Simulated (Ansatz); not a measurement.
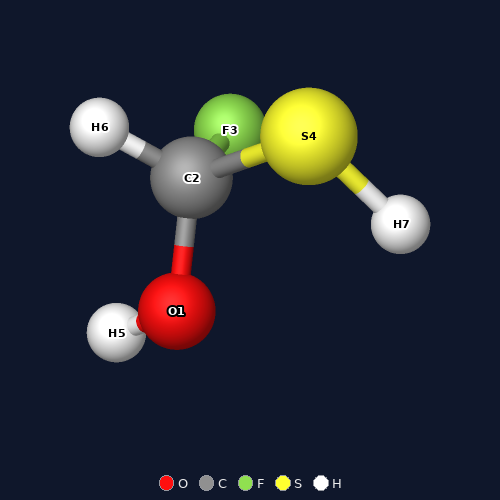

The system is CH₃FOS (SMILES OC(F)S) with the probe F-; the picture shows it without the atoms that are moved over the map. The probe is moved over a plane parallel to the molecule's main plane, 3.68 Å above it. First axis: x of the probe's F atom. Second axis: y of the probe's F atom. Nothing is relaxed (molecule and probe rigid). The scan uses a 19 × 19 grid. Points are written as (first, second). All energies are given in kJ/mol relative to the lowest grid point. Theory: RHF/def2-SVPD (Ansatz).

Range: x of the probe's F atom from −2.97 to 2.97 Å; y of the probe's F atom from −2.97 to 2.97 Å.

> What will the energy surface look like?

The lowest grid point is at (1.65 Å, 0.33 Å) [nearest 1 H at 2.31 Å]. No other kind of well shows on this grid. The highest grid point, (−0.99 Å, −2.97 Å), lies 54.1 kJ/mol above the lowest. Near the minimum the curvatures are about 0.24 and 0.29 eV/Å² along the soft and the stiff direction.

```csv
"y of the probe's F atom ↓, x of the probe's F atom →",−2.97,−2.31,−1.65,−0.99,−0.33,0.33,0.99,1.65,2.31,2.97
2.97,37.8,39.6,41.6,42.8,42.4,40.2,37.6,35.8,35.5,36.6
2.31,37.2,39.2,41.2,41.7,39.5,34.8,29.8,27.0,27.6,30.4
1.65,37.2,39.1,40.8,40.1,35.4,27.1,18.9,15.2,17.2,22.8
0.99,38.1,39.8,40.8,38.6,31.2,19.4,8.2,3.8,7.7,16.1
0.33,39.9,41.5,41.8,38.5,29.8,16.7,4.5,0.0,4.7,14.0
−0.33,42.6,44.1,44.3,41.0,33.0,21.6,11.2,7.3,10.7,18.1
−0.99,45.4,47.1,47.6,45.3,39.5,31.4,24.0,20.7,22.0,26.3
−1.65,47.9,49.8,50.8,49.7,46.2,41.1,36.4,33.6,33.4,35.0
−2.31,49.6,51.5,52.8,52.7,51.0,48.2,45.1,43.0,42.0,42.0
−2.97,50.5,52.3,53.7,54.1,53.5,52.0,50.2,48.6,47.4,46.7
```

The table holds every second grid line.

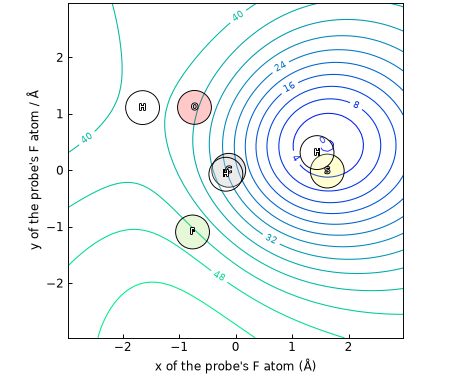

The picture shows contour lines labelled in kJ/mol, labelled circles for the molecule's atoms, projected on the plane. Between grid points the surface is interpolated.

Each point was launched as `ansatz run input.yaml --threads 1 --pin off --max-ram 2560MiB --backend cpu --events-out ev --progress --plain --runs-dir out`. The whole map (361 points run) took 40 min on 1 thread of Arm Neoverse N1 (shared host).
